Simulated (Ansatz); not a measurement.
Pressure series in HfO2

The parent structure is HfO2 in the fluorite structure (space group Fm-3m, No. 225; a = 5.0589 Å).

Cell and atoms are relaxed at each pressure.

All numbers come from Kohn–Sham DFT with the r2SCAN functional, run in Ansatz (an electronic-structure program) with PAW and 500 eV plane waves, scalar-relativistic without spin-orbit coupling, earlier PAW set.

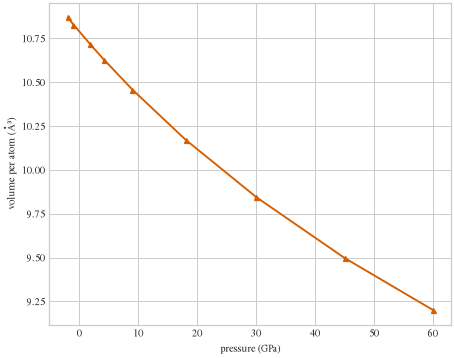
Figure: Volume against pressure

Problem. Estimate the zero-pressure bulk modulus from the plot.

Solution. About 270 GPa; a third-order Birch–Murnaghan fit to the points gives V₀ = 10.79 Å³/atom, B₀ = 271 GPa and B₀′ = 4.1.

Between the base and pressure 30 GPa the gap moves from 4.30 eV to 4.54 eV, a mean slope of 8.0 meV/GPa.

With Hf present, leaving out spin-orbit coupling can change the band edges. Load acts through the strain it causes; cell and atoms are relaxed under it. Whether these cells are dynamically stable was not tested. No other phases were tried under pressure. This is not the structure that HfO2 has at room temperature and ambient pressure.
